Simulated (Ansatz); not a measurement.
**Nudged elastic band, with input and output: Si2NH6OF (part 2 of 2)**

The same run, continued: Si2NH6OF; RKS CAM-B3LYP-D4/def2-SVP (Ansatz 0.2.0). It belongs to a series of runs on one base structure; here: band between the two ends.

Geometry of the input (Å):
```
N  -1.4381  -0.3608  -0.6499
Si 0.2288  -0.0301  -1.1041
Si 1.1626  0.2235  1.0345
O  -0.1801  0.1006  1.9868
F  1.8323  1.6988  1.1581
H  -1.6417  -1.2789  -0.2613
H  -2.1729  -0.1070  -1.3050
H  0.8697  -1.0665  -1.9703
H  0.2104  1.2524  -1.8590
H  2.1868  -0.7294  1.5197
H  -0.9925  0.2404  1.4712
```

Output, continued:
```
NEB iter  31: max|band force component| = 3.104e-2 eV/Å  barrier→ = 0.1286 eV  barrier← = 0.1285 eV  CI = image 3  Δτ_max = 0.0174 Å  (121 SCF iters)
the calculation of the forces begins
reference -22098.51187812 eV, -812.1053326116 hartree; 29, 29 occupied and 79, 79 virtual orbitals, 1106 factors
1106 factors; integrals over basis functions are off by at most 6.0e-4 eV
399 factors; integrals over basis functions are off by at most 6.4e-7 eV
mean field evaluation 1088: about -22098.3953 eV, gradient 7.6e-3 eV
mean field -22098.39531923 eV, -812.1010491514 hartree, gradient 4.5e-5 eV, S^2 0.000000; 1 other end points of the search recorded, 0 dependent functions left out
the calculation of the forces begins
reference -22098.39545472 eV, -812.1010541304 hartree; 29, 29 occupied and 79, 79 virtual orbitals, 1106 factors
NEB iter  32: max|band force component| = 1.543e-2 eV/Å  barrier→ = 0.1285 eV  barrier← = 0.1284 eV  CI = image 3  Δτ_max = 0.0000 Å  (254 SCF iters)
```

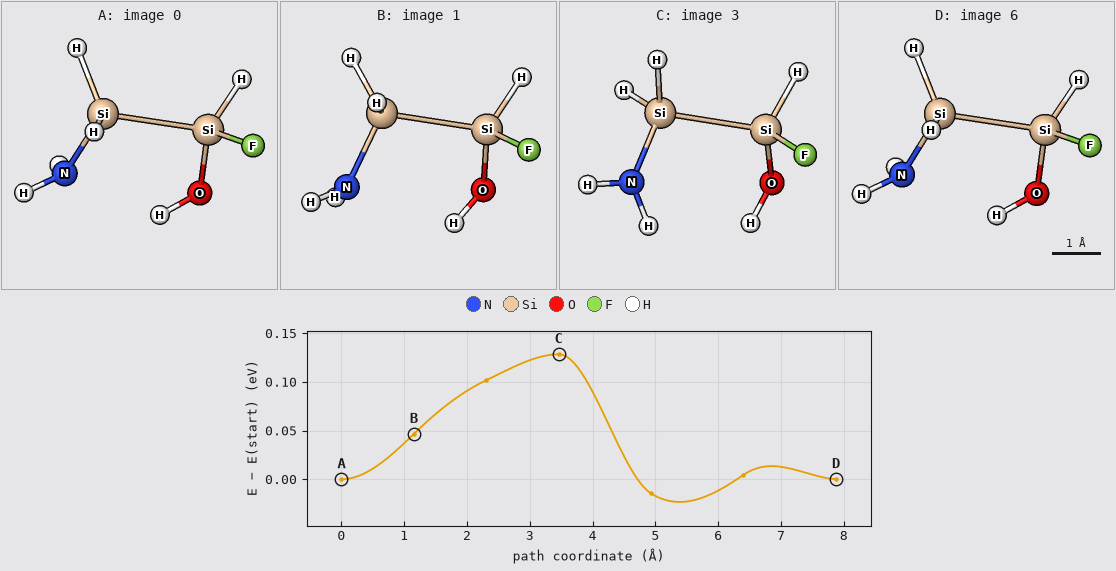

Fig. 1: Images of the last band (counted from 0; ball-and-stick, seen at a tilt) above the energy along the path; the line is a cubic interpolation that uses the forces. The highest image is number 3, 0.129 eV above the start and 0.128 eV above the end (the climbing image); start and end have the same energy. The path is 7.87 Å long. The band converged in 32 iterations.

```
Total energy: -22098.60126455 eV, -812.1086175024 hartree
Atom 0 at    -1.513155     0.103686    -1.110304 Å, force    -0.001408     0.000169     0.000363 eV/Å
Atom 1 at     0.172908    -0.276634    -1.083366 Å, force    -0.006211    -0.003333    -0.001107 eV/Å
Atom 2 at     1.055187     0.344692     0.997115 Å, force    -0.005546     0.010283    -0.008803 eV/Å
Atom 3 at     0.436614    -0.544790     2.245989 Å, force     0.003216    -0.007408     0.012770 eV/Å
Atom 4 at     0.693272     1.914475     1.226222 Å, force     0.000594    -0.000824     0.003466 eV/Å
Atom 5 at    -2.081657     0.155396    -0.275030 Å, force     0.006013    -0.001140     0.002185 eV/Å
Atom 6 at    -2.081733    -0.021482    -1.939797 Å, force     0.003474     0.001362    -0.002006 eV/Å
Atom 7 at     0.499141    -1.725568    -1.286199 Å, force    -0.000078    -0.001324    -0.001094 eV/Å
Atom 8 at     0.874465     0.456463    -2.176559 Å, force     0.001219    -0.000355     0.001070 eV/Å
Atom 9 at     2.525582     0.199148     1.100326 Å, force    -0.000825    -0.000898    -0.001205 eV/Å
Atom 10 at    -0.515122    -0.662386     2.322403 Å, force    -0.000447     0.003467    -0.005637 eV/Å
Dipole moment:    -0.521868    -0.259542    -0.149937 e Å
this run last wrote the band of iteration 32 to [file]; this run last wrote the band within `neb.f_tol` of iteration 29 to [file]
```

The last band as extended XYZ (Å, eV, eV/Å):
```
11
Properties=species:S:1:pos:R:3:forces:R:3 image=0 energy=-22098.72964
N    -1.4381   -0.3608   -0.6499   -0.0032   0.0010   0.0113
Si    0.2288   -0.0301   -1.1041    0.0048   0.0020  -0.0080
Si    1.1626    0.2235    1.0345    0.0064  -0.0055   0.0000
O    -0.1801    0.1006    1.9868   -0.0018   0.0071  -0.0085
F     1.8323    1.6988    1.1581   -0.0035  -0.0005   0.0013
H    -1.6417   -1.2789   -0.2613   -0.0015  -0.0015  -0.0006
H    -2.1729   -0.1070   -1.3050    0.0009  -0.0006  -0.0046
H     0.8697   -1.0665   -1.9703    0.0010   0.0005   0.0014
H     0.2104    1.2524   -1.8590   -0.0003   0.0002   0.0008
H     2.1868   -0.7294    1.5197   -0.0006  -0.0002  -0.0006
H    -0.9925    0.2404    1.4712   -0.0021  -0.0025   0.0075
11
Properties=species:S:1:pos:R:3:forces:R:3 image=1 energy=-22098.68309
N    -1.4834   -0.1749   -0.7510    0.0090  -0.0113   0.0058
Si    0.2303   -0.1195   -1.1079   -0.0038   0.0107   0.0117
Si    1.1564    0.2570    1.0085    0.0146  -0.0100  -0.0003
O     0.0063   -0.2526    2.0832   -0.0231   0.0188  -0.0139
F     1.3901    1.8589    1.1676    0.0196  -0.0022  -0.0064
H    -1.8583   -1.0189   -0.3275    0.0106  -0.0249  -0.0011
H    -2.1274    0.1584   -1.4627   -0.0034  -0.0002   0.0210
H     0.7743   -1.3559   -1.7539    0.0051   0.0106  -0.0117
H     0.4474    1.0179   -2.0424   -0.0147   0.0081  -0.0001
H     2.4261   -0.4061    1.3811   -0.0034  -0.0149   0.0143
H    -0.8962   -0.0212    1.8259   -0.0106   0.0153  -0.0193
11
Properties=species:S:1:pos:R:3:forces:R:3 image=2 energy=-22098.62789
N    -1.5258   -0.0181   -0.9743    0.0140  -0.0105  -0.0009
Si    0.1969   -0.2078   -1.1065   -0.0073   0.0100   0.0076
Si    1.0994    0.2980    0.9944    0.0008  -0.0061  -0.0012
O     0.2389   -0.4265    2.2091   -0.0088   0.0069   0.0009
F     1.0210    1.9127    1.1762    0.0101   0.0000  -0.0027
H    -2.0428   -0.5674   -0.2961   -0.0006  -0.0194  -0.0027
H    -2.0784    0.1064   -1.8165   -0.0010   0.0059   0.0059
H     0.6725   -1.5699   -1.5163    0.0033   0.0051  -0.0084
H     0.6738    0.7491   -2.1425   -0.0071   0.0044  -0.0037
H     2.5078   -0.1136    1.2008    0.0010  -0.0091   0.0032
H    -0.6978   -0.2198    2.2925   -0.0045   0.0127   0.0020
11
Properties=species:S:1:pos:R:3:forces:R:3 image=3 energy=-22098.60113
N    -1.5132    0.1037   -1.1103   -0.0014   0.0002   0.0004
Si    0.1729   -0.2766   -1.0834   -0.0062  -0.0033  -0.0011
Si    1.0552    0.3447    0.9971   -0.0055   0.0103  -0.0088
O     0.4366   -0.5448    2.2460    0.0032  -0.0074   0.0128
F     0.6933    1.9145    1.2262    0.0006  -0.0008   0.0035
H    -2.0817    0.1554   -0.2750    0.0060  -0.0011   0.0022
H    -2.0817   -0.0215   -1.9398    0.0035   0.0014  -0.0020
H     0.4991   -1.7256   -1.2862   -0.0001  -0.0013  -0.0011
H     0.8745    0.4565   -2.1766    0.0012  -0.0004   0.0011
H     2.5256    0.1991    1.1003   -0.0008  -0.0009  -0.0012
H    -0.5151   -0.6624    2.3224   -0.0004   0.0035  -0.0056
11
Properties=species:S:1:pos:R:3:forces:R:3 image=4 energy=-22098.74415
N    -1.4617   -0.1621   -0.7140    0.0172  -0.0083   0.0090
Si    0.2495   -0.2153   -1.0900   -0.0055   0.0087  -0.0022
Si    1.1173    0.3562    1.0001   -0.0011  -0.0075   0.0081
O     0.1675   -0.5007    2.0451   -0.0147   0.0076  -0.0197
F     0.8680    1.9536    1.2042    0.0076   0.0000  -0.0021
H    -1.8559    0.7375   -0.4502    0.0072   0.0184  -0.0074
H    -2.1085   -0.6387   -1.3369    0.0004  -0.0235   0.0245
H     0.5614   -1.6312   -1.4330    0.0027   0.0041  -0.0030
H     0.7057    0.6359   -2.2306   -0.0082   0.0071  -0.0048
H     2.5338    0.0985    1.3401   -0.0004  -0.0048   0.0074
H    -0.7116   -0.6907    1.6860   -0.0053  -0.0020  -0.0099
11
Properties=species:S:1:pos:R:3:forces:R:3 image=5 energy=-22098.72511
N    -1.4451   -0.3057   -0.6051    0.0030   0.0023  -0.0010
Si    0.2469   -0.0956   -1.0774   -0.0040  -0.0019   0.0000
Si    1.1813    0.3154    1.0352    0.0016  -0.0008  -0.0002
O    -0.0774   -0.1681    1.9816    0.0010  -0.0064  -0.0006
F     1.4747    1.9042    1.2192   -0.0128   0.0087   0.0003
H    -2.0725    0.4827   -0.7418    0.0040   0.0161   0.0160
H    -1.9108   -1.1538   -0.9167   -0.0080   0.0070  -0.0186
H     0.7081   -1.3806   -1.6753   -0.0042  -0.0103   0.0108
H     0.4187    0.9909   -2.0841    0.0079  -0.0091  -0.0074
H     2.4238   -0.3757    1.4489    0.0060   0.0123  -0.0018
H    -0.8822   -0.2707    1.4363    0.0056  -0.0178   0.0024
11
Properties=species:S:1:pos:R:3:forces:R:3 image=6 energy=-22098.72950
N    -1.4390   -0.3507   -0.6468   -0.0140  -0.0101  -0.0090
Si    0.2305   -0.0328   -1.1037    0.0067  -0.0001   0.0009
Si    1.1644    0.2230    1.0345   -0.0068   0.0061   0.0032
O    -0.1770    0.0835    1.9864    0.0129   0.0015   0.0012
F     1.8156    1.7063    1.1618    0.0027  -0.0025   0.0005
H    -2.1703   -0.0847   -1.3013    0.0031   0.0039  -0.0004
H    -1.6525   -1.2718   -0.2706    0.0096   0.0009   0.0045
H     0.8659   -1.0791   -1.9622   -0.0064   0.0020  -0.0014
H     0.2186    1.2449   -1.8667    0.0016  -0.0004   0.0018
H     2.1995   -0.7191    1.5170   -0.0012  -0.0017   0.0003
H    -0.9903    0.2236    1.4724   -0.0082   0.0004  -0.0015
```

Results in brief:

```csv
quantity,value
outcome,converged
"barrier, forward",0.129 eV
"barrier, backward",0.128 eV
wall time,5.4 min (CPU time 10 min)
peak memory,0.32 GiB
```

Notes:

The order of the saddle point was not checked.
